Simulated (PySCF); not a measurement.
**MP2/3-21G run of BH2BrO2 (SMILES OB(O)Br)**

Aim: a geometry optimisation of BH2BrO2. 

The results are computed with PySCF 2.14.0.

## 1. The molecule

BH2BrO2: 6 atoms, total charge 0, spin state singlet. SMILES: `OB(O)Br`. The coordinates come from a PBE0-D4/def2-TZVP relaxation. This is one conformer, not always the lowest. The run starts from this shape.

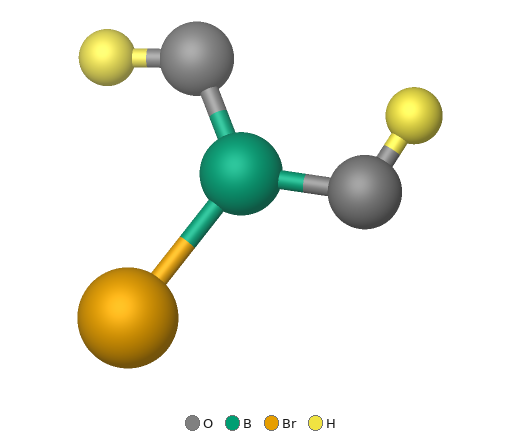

Viewed from a chosen angle; oxygen grey, boron teal, bromine amber, hydrogen yellow.

## 2. A structure relaxation at MP2/3-21G

input.xyz reads:

```xyz
6

O      0.519800     0.855600    -0.555500
B     -0.165400    -0.158400     0.024500
O      0.328800    -0.823900     1.085700
Br    -1.897400    -0.698400    -0.652400
H      0.065300     1.251400    -1.302300
H      1.190900    -0.490300     1.353800
```

run.py reads:

```python
# OB(O)Br
from pyscf import gto, mp
from pyscf.geomopt.geometric_solver import kernel as optimise

mol = gto.M(
    atom='input.xyz',
    verbose=3,
    charge=0,
    basis='3-21g',
    max_memory=1860,
    spin=0,
)

mf = mol.RHF()
mf.conv_tol = 1e-10
mf.kernel()
if not mf.converged:
    mf = mf.newton().run(mf.mo_coeff, mf.mo_occ)
pt = mp.MP2(mf, frozen=12).run()
converged, mol_eq = optimise(pt, maxsteps=60, convergence_set='GAU_TIGHT')
print('converged:', converged)
print(mol_eq.tostring())

mf.reset(mol_eq)
mol = mol_eq
mf.kernel()
if not mf.converged:
    mf = mf.newton().run(mf.mo_coeff, mf.mo_occ)
pt = mp.MP2(mf, frozen=12).run()
etot = pt.e_tot
print('Final energy', etot)
```

Run with:

```
OMP_NUM_THREADS=1 python run.py
```

Standard output:

```text
converged SCF energy = -2734.79514491547
E(RMP2) = -2735.11690765104  E_corr = -0.321762735571083
E(SCS-RMP2) = -2735.11058770387  E_corr = -0.315442788396766

convergence_set           GAU_TIGHT
maxiter                   60
----------------------------------------------------------
Custom engine selected.
Bonds will be generated from interatomic distances less than 1.20 times sum of covalent radii
18 internal coordinates being used (instead of 18 Cartesians)
Internal coordinate system (atoms numbered from 1):
Distance 1-2
Distance 1-5
Distance 2-3
Distance 2-4
Distance 3-6
Angle 2-1-5
Angle 1-2-4
Angle 3-2-4
Angle 2-3-6
Out-of-Plane 2-1-3-4
Dihedral 5-1-2-3
Dihedral 5-1-2-4
Dihedral 1-2-3-6
Dihedral 4-2-3-6
Translation-X 1-6
Translation-Y 1-6
Translation-Z 1-6
Rotation-A 1-6
Rotation-B 1-6
Rotation-C 1-6
> ===== Optimization Info: ====
> Job type: Energy minimization
> Maximum number of optimization cycles: 60
> Initial / maximum trust radius (Angstrom): 0.100 / 0.300
> Convergence Criteria:
> Will converge when all 5 criteria are reached:
>  |Delta-E| < 1.00e-06
>  RMS-Grad  < 1.00e-05
>  Max-Grad  < 1.50e-05
>  RMS-Disp  < 4.00e-05
>  Max-Disp  < 6.00e-05
> === End Optimization Info ===

[... 10 lines left out ...]
WARN: Mole.unit (angstrom) is changed to Bohr
[... 1 line left out ...]
converged SCF energy = -2734.79514491549
[... 12 lines left out ...]
Step    0 : Gradient = 2.491e-02/2.788e-02 (rms/max) Energy = -2735.1169076814
[... 11 lines left out ...]
converged SCF energy = -2734.796012747
[... 24 lines left out ...]
converged SCF energy = -2734.79600251825
[... 24 lines left out ...]
converged SCF energy = -2734.79654123674
[... 24 lines left out ...]
converged SCF energy = -2734.79647887031
[... 24 lines left out ...]
converged SCF energy = -2734.79644915607
[... 24 lines left out ...]
converged SCF energy = -2734.79643920609
[... 24 lines left out ...]
converged SCF energy = -2734.7964396783
[... 14 lines left out ...]
Converged! =D
[... 1 line left out ...]
converged: True
O           0.51953347        0.87299427       -0.57406633
B          -0.18632417       -0.16434765        0.01568906
O           0.33642287       -0.83340303        1.10118075
Br         -1.96435427       -0.75358056       -0.64219411
H           0.11414284        1.32768932       -1.34792490
H           1.22257926       -0.51335234        1.40111553
converged SCF energy = -2734.79643967831
E(RMP2) = -2735.12215467687  E_corr = -0.325714998561794
E(SCS-RMP2) = -2735.11581882804  E_corr = -0.31937914972823
Final energy -2735.122154676869
```

Run time: 13 s. Hardware: 1 thread of Arm Neoverse V2, shared host; peak memory 0.26 GiB.

Steps, from the record of the run:

| step | energy from the first frame kept (eV) | largest force (eV/Å) |
| --- | --- | --- |
| 0 | 0.0000 | 1.4336 |
| 1 | -0.1325 | 0.4154 |
| 2 | -0.1345 | 0.3486 |
| 3 | -0.1427 | 0.0677 |
| 4 | -0.1428 | 0.0171 |
| 5 | -0.1428 | 0.0058 |
| 6 | -0.1428 | 0.0007 |
| 7 | -0.1428 | 0.0002 |

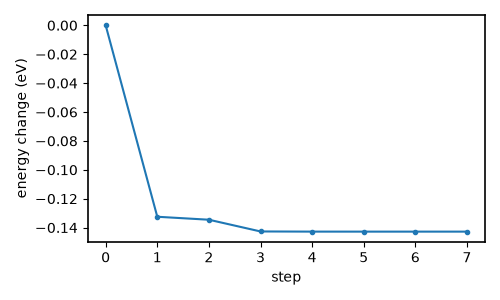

Energy along the run.

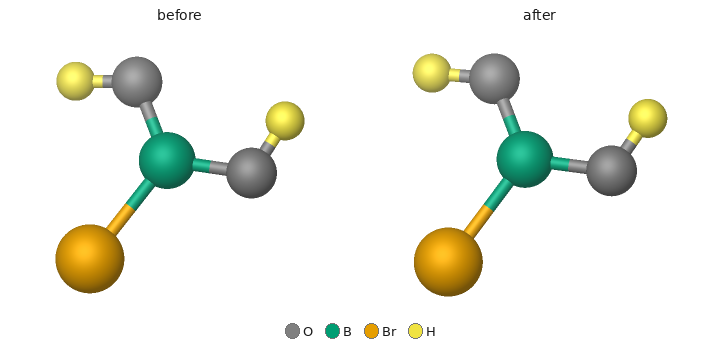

Before and after, at one scale.

After the run. Bond lengths: O1–B2 1.386 Å, B2–O3 1.378 Å, B2–Br4 1.985 Å, O1–H5 0.985 Å, O3–H6 0.989 Å. Angles: O1–B2–O3 120.3°, O1–B2–Br4 122.5°, O3–B2–Br4 117.2°, B2–O1–H5 118.0°, B2–O3–H6 114.9°.

## 3. Summary of results

At MP2/3-21G, 12 core orbitals frozen:

| quantity | value |
| --- | --- |
| total energy at the end | -2735.12215 Eh |
| dipole moment (Hartree–Fock density) | 2.91 D |
| HOMO energy (Hartree–Fock orbitals) | -11.13 eV |
| LUMO energy (Hartree–Fock orbitals) | 5.04 eV |
| HOMO–LUMO gap (Hartree–Fock orbitals) | 16.17 eV |
| correlation energy (12 core orbitals frozen) | -325.7 mEh |

What this shows: At the final geometry: Bond lengths: O1–B2 1.386 Å, B2–O3 1.378 Å, B2–Br4 1.985 Å, O1–H5 0.985 Å, O3–H6 0.989 Å. Angles: O1–B2–O3 120.3°, O1–B2–Br4 122.5°, O3–B2–Br4 117.2°, B2–O1–H5 118.0°, B2–O3–H6 114.9°. The optimisation took 7 steps and changed the energy by -0.143 eV. Mulliken charges of the mean-field density run from -0.72 on O1 to +0.79 on B2.
